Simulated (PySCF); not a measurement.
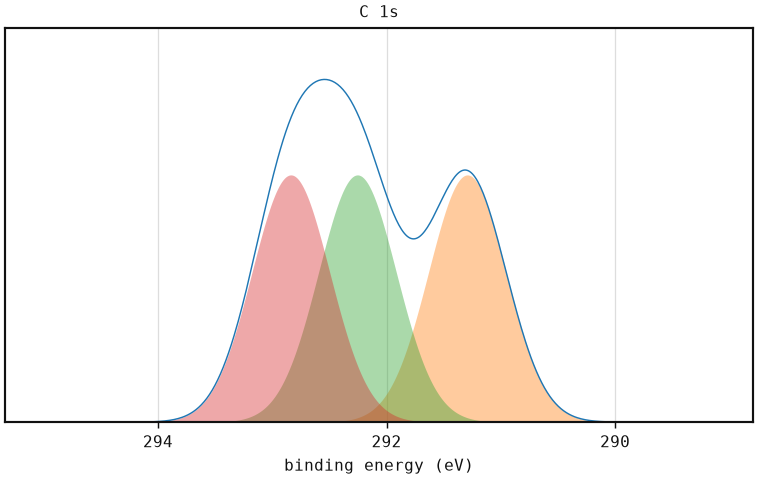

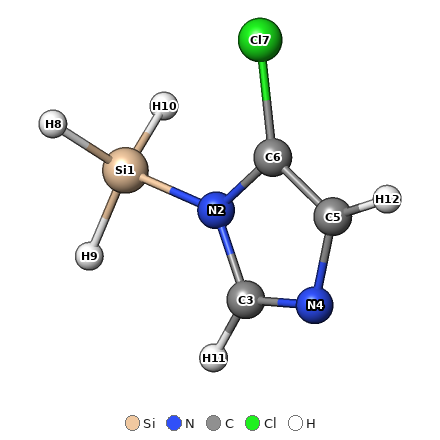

Simulated XPS of C₃H₅ClN₂Si, SMILES [SiH3]n1cncc1Cl. Vertical core-electron binding energies by ΔSCF (SCAN, def2-TZVP on the ionised atom, pcseg-1 elsewhere, spin-free X2C; PySCF, at a PBE0-D3(BJ)/def2-SVP geometry (no frequency check)), gas phase, against the vacuum level. One atom of each kind was ionised; within a panel, areas follow the number of like atoms, Gaussians of 0.8 eV full width. Only the regions named are shown. Lines closer than the width merge in the curve.

> Which atoms give which peak?

| level | atoms | binding energy (eV) |
| --- | --- | --- |
| C 1s | C6 | 292.8 |
| C 1s | C3 | 292.3 |
| C 1s | C5 | 291.3 |

> How large is the chemical shift across the C 1s region?

1.5 eV, from C5 at 291.3 eV to C6 at 292.8 eV.
